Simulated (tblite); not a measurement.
# Geometry relaxation, with input and output: CH10Ge2OSi (part 2 of 2)

CH10Ge2OSi, SMILES C[Si](O)([GeH3])[GeH3]; GFN2-xTB geometry optimisation, gas phase (tblite 0.8.0). 

Geometry of the input (Å):
```
Si -0.7776  0.7266  0.6263
C  -2.0489  2.0252  0.2080
Ge -1.0301  -1.0683  -0.7850
Ge -1.0927  0.0350  2.8240
O  0.8270  1.3902  0.4392
H  -2.9887  1.6326  0.3205
H  -1.9081  2.8241  0.8001
H  -1.8975  2.3151  -0.7813
H  -2.0739  -0.7621  -1.8197
H  0.2926  -1.3626  -1.4769
H  -1.4468  -2.2827  0.0137
H  -2.3242  0.6985  3.3854
H  0.1065  0.4396  3.6376
H  -1.2710  -1.4493  2.8688
H  1.2138  1.7865  -0.3660
```

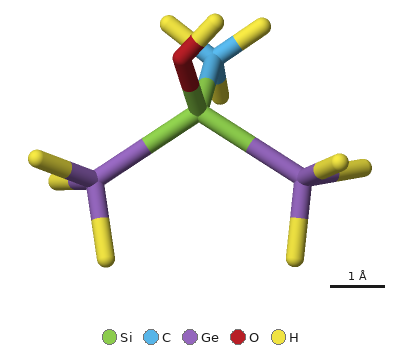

The geometry at step 63 of the log (stick view, seen at a tilt).

Trajectory as extended XYZ, continued:
```
15
Properties=species:S:1:pos:R:3:forces:R:3 step=39 energy=-460.48998
Si   -0.7937    0.7356    0.6255   -0.0060  -0.0040  -0.0090
C    -2.0551    2.0784    0.1417   -0.0050   0.0010  -0.0070
Ge   -1.0089   -1.0727   -0.8699   -0.0040   0.0070   0.0140
Ge   -1.0128    0.0996    2.8598    0.0070   0.0080   0.0060
O     0.7283    1.3212    0.6198    0.0080  -0.0040   0.0010
H    -3.0695    1.7084    0.2614   -0.0070  -0.0110  -0.0020
H    -1.9508    2.9617    0.7664    0.0070   0.0000   0.0090
H    -1.9401    2.3881   -0.8945    0.0040  -0.0070  -0.0120
H    -2.0272   -0.9021   -1.9610   -0.0040   0.0120  -0.0020
H     0.2321   -1.4489   -1.6312    0.0110   0.0060  -0.0070
H    -1.4205   -2.3676   -0.2340    0.0020   0.0010  -0.0060
H    -2.1935    0.6970    3.5679   -0.0030  -0.0020   0.0080
H     0.1483    0.4438    3.7370    0.0030   0.0020   0.0150
H    -1.1957   -1.3751    3.0681   -0.0090  -0.0050   0.0060
H     1.1395    1.6810   -0.1624   -0.0030  -0.0030  -0.0150
15
Properties=species:S:1:pos:R:3:forces:R:3 step=42 energy=-460.49014
Si   -0.7925    0.7352    0.6255   -0.0010   0.0230   0.0100
C    -2.0550    2.0783    0.1411   -0.0030  -0.0020  -0.0020
Ge   -1.0093   -1.0719   -0.8683    0.0090  -0.0050  -0.0230
Ge   -1.0129    0.0999    2.8608    0.0000  -0.0060   0.0060
O     0.7311    1.3190    0.6182   -0.0150  -0.0040  -0.0150
H    -3.0695    1.7072    0.2605    0.0070  -0.0080  -0.0010
H    -1.9521    2.9622    0.7662    0.0070  -0.0150  -0.0080
H    -1.9403    2.3866   -0.8959    0.0060  -0.0040   0.0030
H    -2.0277   -0.8982   -1.9603    0.0050   0.0080   0.0090
H     0.2335   -1.4464   -1.6310   -0.0100   0.0110   0.0040
H    -1.4199   -2.3683   -0.2355   -0.0010  -0.0010  -0.0040
H    -2.1941    0.6961    3.5702    0.0020   0.0000   0.0030
H     0.1483    0.4440    3.7380    0.0020   0.0010   0.0160
H    -1.1977   -1.3757    3.0709   -0.0030   0.0110   0.0000
H     1.1386    1.6802   -0.1658   -0.0060  -0.0100   0.0020
15
Properties=species:S:1:pos:R:3:forces:R:3 step=45 energy=-460.49043
Si   -0.7939    0.7356    0.6272   -0.0010  -0.0190   0.0120
C    -2.0559    2.0773    0.1384    0.0050  -0.0150   0.0060
Ge   -1.0090   -1.0710   -0.8702    0.0040   0.0070   0.0030
Ge   -1.0114    0.1010    2.8659   -0.0010   0.0050  -0.0010
O     0.7314    1.3144    0.6156   -0.0140   0.0070  -0.0030
H    -3.0704    1.7062    0.2570    0.0040  -0.0070   0.0020
H    -1.9522    2.9601    0.7645   -0.0010   0.0000  -0.0200
H    -1.9398    2.3828   -0.8994    0.0080   0.0050   0.0140
H    -2.0279   -0.8908   -1.9606    0.0070   0.0010   0.0060
H     0.2350   -1.4402   -1.6330   -0.0110   0.0080   0.0000
H    -1.4187   -2.3702   -0.2415    0.0000   0.0050  -0.0110
H    -2.1929    0.6955    3.5776    0.0060   0.0070  -0.0040
H     0.1500    0.4454    3.7447   -0.0090  -0.0060   0.0020
H    -1.2008   -1.3740    3.0777    0.0070   0.0110  -0.0040
H     1.1368    1.6760   -0.1692   -0.0030  -0.0080  -0.0030
15
Properties=species:S:1:pos:R:3:forces:R:3 step=48 energy=-460.49070
Si   -0.7967    0.7323    0.6306   -0.0010  -0.0180  -0.0060
C    -2.0560    2.0735    0.1366    0.0030  -0.0020   0.0030
Ge   -1.0087   -1.0691   -0.8718   -0.0140   0.0040   0.0260
Ge   -1.0104    0.1029    2.8704    0.0000   0.0090   0.0060
O     0.7279    1.3110    0.6146    0.0090   0.0110   0.0180
H    -3.0712    1.7047    0.2536   -0.0050  -0.0080   0.0030
H    -1.9515    2.9578    0.7594   -0.0050   0.0140   0.0060
H    -1.9371    2.3792   -0.9005    0.0090  -0.0090  -0.0030
H    -2.0267   -0.8840   -1.9606   -0.0030   0.0020  -0.0060
H     0.2348   -1.4314   -1.6349    0.0110   0.0010  -0.0130
H    -1.4177   -2.3716   -0.2503    0.0000  -0.0010  -0.0100
H    -2.1899    0.6968    3.5846   -0.0020   0.0160  -0.0050
H     0.1513    0.4468    3.7491   -0.0060  -0.0060  -0.0040
H    -1.2019   -1.3704    3.0844    0.0080  -0.0070  -0.0040
H     1.1342    1.6697   -0.1707   -0.0040  -0.0050  -0.0120
15
Properties=species:S:1:pos:R:3:forces:R:3 step=51 energy=-460.49090
Si   -0.7971    0.7294    0.6330    0.0090   0.0230   0.0110
C    -2.0556    2.0708    0.1362    0.0000   0.0070   0.0030
Ge   -1.0096   -1.0674   -0.8700    0.0050  -0.0100  -0.0200
Ge   -1.0108    0.1045    2.8738   -0.0060  -0.0060   0.0010
O     0.7276    1.3093    0.6145    0.0010   0.0090   0.0030
H    -3.0710    1.7010    0.2522    0.0080   0.0040  -0.0010
H    -1.9525    2.9581    0.7558   -0.0080  -0.0060   0.0100
H    -1.9339    2.3753   -0.9012    0.0010  -0.0190  -0.0020
H    -2.0261   -0.8775   -1.9597   -0.0020   0.0020  -0.0010
H     0.2355   -1.4237   -1.6362   -0.0050   0.0040   0.0000
H    -1.4171   -2.3731   -0.2577   -0.0050  -0.0150   0.0000
H    -2.1890    0.6995    3.5886   -0.0050   0.0170  -0.0060
H     0.1514    0.4470    3.7507    0.0050   0.0000   0.0030
H    -1.2023   -1.3691    3.0892    0.0070  -0.0010  -0.0050
H     1.1308    1.6643   -0.1745   -0.0050  -0.0100   0.0030
15
Properties=species:S:1:pos:R:3:forces:R:3 step=54 energy=-460.49120
Si   -0.7973    0.7276    0.6387    0.0050   0.0110   0.0110
C    -2.0550    2.0676    0.1361   -0.0020  -0.0020   0.0020
Ge   -1.0106   -1.0666   -0.8705    0.0120   0.0030  -0.0160
Ge   -1.0113    0.1071    2.8807    0.0000  -0.0040  -0.0080
O     0.7265    1.3102    0.6166   -0.0040   0.0020  -0.0070
H    -3.0704    1.6973    0.2492    0.0040   0.0050   0.0000
H    -1.9554    2.9574    0.7528   -0.0040  -0.0100  -0.0030
H    -1.9285    2.3647   -0.9030   -0.0040  -0.0020   0.0060
H    -2.0260   -0.8678   -1.9603   -0.0010   0.0000   0.0040
H     0.2361   -1.4121   -1.6409   -0.0130   0.0010   0.0070
H    -1.4171   -2.3787   -0.2703    0.0000  -0.0090  -0.0030
H    -2.1877    0.7087    3.5938    0.0000   0.0020  -0.0070
H     0.1521    0.4469    3.7567    0.0070   0.0050   0.0040
H    -1.2006   -1.3671    3.0948   -0.0060   0.0030   0.0010
H     1.1255    1.6533   -0.1798    0.0060  -0.0040   0.0080
15
Properties=species:S:1:pos:R:3:forces:R:3 step=57 energy=-460.49125
Si   -0.7973    0.7278    0.6396    0.0000  -0.0030  -0.0040
C    -2.0551    2.0668    0.1363   -0.0020  -0.0020   0.0000
Ge   -1.0100   -1.0664   -0.8714   -0.0060   0.0010   0.0090
Ge   -1.0108    0.1073    2.8810    0.0040   0.0010   0.0030
O     0.7259    1.3109    0.6166    0.0040   0.0010   0.0040
H    -3.0706    1.6976    0.2489   -0.0050  -0.0040   0.0020
H    -1.9556    2.9564    0.7528   -0.0010   0.0020   0.0020
H    -1.9284    2.3636   -0.9026   -0.0010   0.0000  -0.0010
H    -2.0261   -0.8673   -1.9603   -0.0020   0.0010   0.0010
H     0.2352   -1.4117   -1.6414    0.0030  -0.0030  -0.0040
H    -1.4170   -2.3794   -0.2715    0.0030   0.0020  -0.0070
H    -2.1874    0.7097    3.5932    0.0010   0.0010  -0.0070
H     0.1524    0.4471    3.7584    0.0000   0.0030  -0.0020
H    -1.2009   -1.3665    3.0947   -0.0060   0.0000   0.0020
H     1.1261    1.6523   -0.1797    0.0080   0.0000   0.0000
15
Properties=species:S:1:pos:R:3:forces:R:3 step=60 energy=-460.49133
Si   -0.7960    0.7281    0.6413    0.0010  -0.0040  -0.0080
C    -2.0558    2.0649    0.1371   -0.0020   0.0030  -0.0010
Ge   -1.0102   -1.0650   -0.8705   -0.0080  -0.0110   0.0000
Ge   -1.0093    0.1077    2.8821    0.0010   0.0000   0.0070
O     0.7268    1.3121    0.6166    0.0030   0.0000   0.0030
H    -3.0714    1.6956    0.2495   -0.0010  -0.0080   0.0020
H    -1.9577    2.9554    0.7524    0.0010   0.0040   0.0050
H    -1.9285    2.3610   -0.9020   -0.0030   0.0000  -0.0030
H    -2.0268   -0.8644   -1.9588   -0.0010   0.0040   0.0020
H     0.2339   -1.4101   -1.6424    0.0070   0.0020  -0.0060
H    -1.4158   -2.3815   -0.2771    0.0010   0.0060   0.0000
H    -2.1873    0.7123    3.5902    0.0030   0.0020  -0.0030
H     0.1536    0.4485    3.7601   -0.0070  -0.0030  -0.0040
H    -1.2042   -1.3657    3.0965    0.0000   0.0050   0.0030
H     1.1291    1.6493   -0.1805    0.0030  -0.0010   0.0020
15
Properties=species:S:1:pos:R:3:forces:R:3 step=63 energy=-460.49137
Si   -0.7960    0.7274    0.6420    0.0000  -0.0010  -0.0010
C    -2.0562    2.0643    0.1371    0.0010  -0.0020   0.0010
Ge   -1.0109   -1.0653   -0.8706    0.0090   0.0020  -0.0080
Ge   -1.0090    0.1081    2.8837   -0.0030   0.0020  -0.0100
O     0.7269    1.3119    0.6180   -0.0020  -0.0030  -0.0010
H    -3.0716    1.6938    0.2493    0.0050  -0.0030   0.0010
H    -1.9587    2.9554    0.7520   -0.0010  -0.0040  -0.0010
H    -1.9283    2.3590   -0.9025   -0.0060   0.0020   0.0030
H    -2.0272   -0.8618   -1.9584   -0.0030   0.0030   0.0000
H     0.2341   -1.4074   -1.6439   -0.0020   0.0030  -0.0020
H    -1.4153   -2.3830   -0.2814   -0.0030  -0.0040   0.0060
H    -2.1864    0.7145    3.5902    0.0000   0.0040   0.0010
H     0.1543    0.4494    3.7599    0.0000  -0.0010   0.0030
H    -1.2052   -1.3646    3.0994    0.0010   0.0020   0.0040
H     1.1299    1.6465   -0.1799    0.0030  -0.0010   0.0040
15
Properties=species:S:1:pos:R:3:forces:R:3 step=66 energy=-460.49144
Si   -0.7955    0.7260    0.6411    0.0000   0.0010  -0.0020
C    -2.0570    2.0625    0.1376    0.0040  -0.0080  -0.0020
Ge   -1.0104   -1.0663   -0.8727    0.0040   0.0160   0.0080
Ge   -1.0082    0.1096    2.8834   -0.0040   0.0040  -0.0100
O     0.7270    1.3116    0.6198    0.0020  -0.0050   0.0000
H    -3.0714    1.6894    0.2503    0.0030   0.0030   0.0050
H    -1.9602    2.9539    0.7524   -0.0030  -0.0100  -0.0030
H    -1.9311    2.3573   -0.9022   -0.0030   0.0030   0.0030
H    -2.0288   -0.8573   -1.9572   -0.0020  -0.0020  -0.0050
H     0.2342   -1.4040   -1.6475    0.0000  -0.0020  -0.0070
H    -1.4146   -2.3852   -0.2856    0.0000  -0.0020   0.0030
H    -2.1847    0.7192    3.5878   -0.0060   0.0080   0.0050
H     0.1543    0.4503    3.7604    0.0040   0.0010   0.0030
H    -1.2078   -1.3615    3.1042    0.0000  -0.0070   0.0020
H     1.1346    1.6426   -0.1772    0.0000   0.0000   0.0010
15
Properties=species:S:1:pos:R:3:forces:R:3 step=69 energy=-460.49150
Si   -0.7936    0.7260    0.6401    0.0030   0.0000   0.0030
C    -2.0571    2.0605    0.1383   -0.0020   0.0000  -0.0030
Ge   -1.0095   -1.0655   -0.8729   -0.0040  -0.0030  -0.0020
Ge   -1.0081    0.1108    2.8822   -0.0030  -0.0020   0.0110
O     0.7285    1.3119    0.6196    0.0060  -0.0040   0.0010
H    -3.0707    1.6858    0.2525   -0.0020  -0.0020   0.0030
H    -1.9619    2.9517    0.7532    0.0020  -0.0040   0.0040
H    -1.9336    2.3568   -0.9011   -0.0010   0.0010  -0.0040
H    -2.0301   -0.8545   -1.9558    0.0040  -0.0040   0.0000
H     0.2338   -1.4032   -1.6505   -0.0030  -0.0010  -0.0050
H    -1.4141   -2.3859   -0.2868    0.0040   0.0110  -0.0020
H    -2.1849    0.7232    3.5847   -0.0010   0.0050   0.0020
H     0.1533    0.4500    3.7625   -0.0030   0.0010  -0.0060
H    -1.2101   -1.3602    3.1056    0.0000   0.0010  -0.0020
H     1.1385    1.6408   -0.1771   -0.0010   0.0010  -0.0010
15
Properties=species:S:1:pos:R:3:forces:R:3 step=72 energy=-460.49156
Si   -0.7922    0.7252    0.6403    0.0020  -0.0030   0.0070
C    -2.0574    2.0578    0.1379   -0.0030   0.0030   0.0050
Ge   -1.0091   -1.0644   -0.8741    0.0080  -0.0020  -0.0140
Ge   -1.0093    0.1122    2.8833   -0.0020  -0.0010   0.0030
O     0.7304    1.3100    0.6210    0.0020  -0.0010  -0.0010
H    -3.0702    1.6818    0.2548   -0.0020  -0.0050  -0.0050
H    -1.9634    2.9482    0.7540    0.0050   0.0050   0.0030
H    -1.9361    2.3556   -0.9014   -0.0010  -0.0040   0.0020
H    -2.0307   -0.8515   -1.9555    0.0020  -0.0030   0.0000
H     0.2331   -1.4005   -1.6555   -0.0090   0.0010   0.0030
H    -1.4126   -2.3855   -0.2905    0.0030   0.0030   0.0010
H    -2.1846    0.7298    3.5843    0.0020  -0.0010   0.0010
H     0.1530    0.4507    3.7623   -0.0010   0.0030  -0.0030
H    -1.2119   -1.3585    3.1094   -0.0050   0.0050  -0.0020
H     1.1415    1.6375   -0.1757   -0.0010   0.0010   0.0000
15
Properties=species:S:1:pos:R:3:forces:R:3 step=75 energy=-460.49160
Si   -0.7916    0.7240    0.6408   -0.0010   0.0010  -0.0030
C    -2.0580    2.0561    0.1382    0.0030  -0.0020   0.0060
Ge   -1.0084   -1.0639   -0.8762   -0.0020   0.0050   0.0040
Ge   -1.0098    0.1132    2.8842    0.0000   0.0030  -0.0040
O     0.7312    1.3084    0.6224   -0.0010  -0.0010   0.0000
H    -3.0704    1.6789    0.2554    0.0030  -0.0010  -0.0020
H    -1.9636    2.9463    0.7548    0.0000   0.0030   0.0000
H    -1.9381    2.3543   -0.9014    0.0010  -0.0050   0.0070
H    -2.0311   -0.8499   -1.9555   -0.0030  -0.0020  -0.0050
H     0.2320   -1.3985   -1.6587    0.0050  -0.0030  -0.0060
H    -1.4113   -2.3852   -0.2933    0.0020   0.0000   0.0020
H    -2.1838    0.7337    3.5841   -0.0010   0.0000   0.0030
H     0.1534    0.4522    3.7614    0.0020   0.0030   0.0000
H    -1.2140   -1.3565    3.1122   -0.0050   0.0000   0.0000
H     1.1437    1.6352   -0.1739   -0.0030   0.0000  -0.0010
15
Properties=species:S:1:pos:R:3:forces:R:3 step=78 energy=-460.49164
Si   -0.7904    0.7237    0.6409    0.0000   0.0000  -0.0020
C    -2.0580    2.0548    0.1399    0.0010   0.0000  -0.0010
Ge   -1.0076   -1.0626   -0.8776   -0.0050  -0.0040   0.0000
Ge   -1.0104    0.1143    2.8841    0.0010   0.0000   0.0020
O     0.7326    1.3074    0.6226   -0.0020   0.0010  -0.0010
H    -3.0699    1.6759    0.2562    0.0020   0.0020   0.0080
H    -1.9637    2.9454    0.7559   -0.0050  -0.0020   0.0000
H    -1.9394    2.3524   -0.8998    0.0060   0.0000  -0.0010
H    -2.0318   -0.8494   -1.9560   -0.0010  -0.0010  -0.0010
H     0.2313   -1.3983   -1.6621    0.0050  -0.0010  -0.0040
H    -1.4097   -2.3842   -0.2940    0.0020   0.0020   0.0000
H    -2.1839    0.7367    3.5837    0.0010  -0.0010   0.0000
H     0.1531    0.4532    3.7613    0.0000   0.0000  -0.0010
H    -1.2169   -1.3550    3.1131   -0.0040   0.0010   0.0010
H     1.1450    1.6341   -0.1737   -0.0020   0.0010   0.0000
15
Properties=species:S:1:pos:R:3:forces:R:3 step=81 energy=-460.49165
Si   -0.7901    0.7232    0.6409    0.0010  -0.0050   0.0030
C    -2.0578    2.0540    0.1405   -0.0010   0.0010  -0.0010
Ge   -1.0076   -1.0624   -0.8787    0.0070   0.0000  -0.0070
Ge   -1.0108    0.1151    2.8846   -0.0010  -0.0010  -0.0010
O     0.7329    1.3067    0.6230    0.0000   0.0020  -0.0010
H    -3.0694    1.6746    0.2575   -0.0010   0.0010   0.0040
H    -1.9646    2.9448    0.7563   -0.0010   0.0010   0.0010
H    -1.9390    2.3512   -0.8992    0.0030   0.0020  -0.0030
H    -2.0323   -0.8490   -1.9567   -0.0010  -0.0010   0.0010
H     0.2316   -1.3977   -1.6647   -0.0050   0.0020   0.0030
H    -1.4085   -2.3839   -0.2950    0.0000  -0.0030   0.0010
H    -2.1837    0.7386    3.5842    0.0010   0.0000   0.0000
H     0.1531    0.4539    3.7611    0.0010   0.0000   0.0010
H    -1.2187   -1.3539    3.1144   -0.0030   0.0010   0.0010
H     1.1452    1.6332   -0.1735    0.0000   0.0010  -0.0010
15
Properties=species:S:1:pos:R:3:forces:R:3 step=82 energy=-460.49166
Si   -0.7900    0.7229    0.6409    0.0000  -0.0040   0.0020
C    -2.0578    2.0538    0.1406   -0.0010   0.0010   0.0000
Ge   -1.0075   -1.0625   -0.8792    0.0050   0.0020  -0.0030
Ge   -1.0108    0.1153    2.8847   -0.0010  -0.0010  -0.0010
O     0.7329    1.3066    0.6230    0.0000   0.0010  -0.0010
H    -3.0693    1.6743    0.2581   -0.0010   0.0000   0.0010
H    -1.9649    2.9446    0.7565    0.0010   0.0010   0.0010
H    -1.9388    2.3509   -0.8991    0.0000   0.0020  -0.0010
H    -2.0326   -0.8489   -1.9569    0.0000  -0.0020   0.0000
H     0.2315   -1.3976   -1.6653   -0.0040   0.0020   0.0020
H    -1.4081   -2.3839   -0.2952    0.0000  -0.0040   0.0010
H    -2.1835    0.7391    3.5842    0.0000   0.0010   0.0000
H     0.1531    0.4542    3.7610    0.0010  -0.0010   0.0010
H    -1.2195   -1.3535    3.1148   -0.0020   0.0000   0.0010
H     1.1454    1.6330   -0.1734   -0.0010   0.0010  -0.0010
```
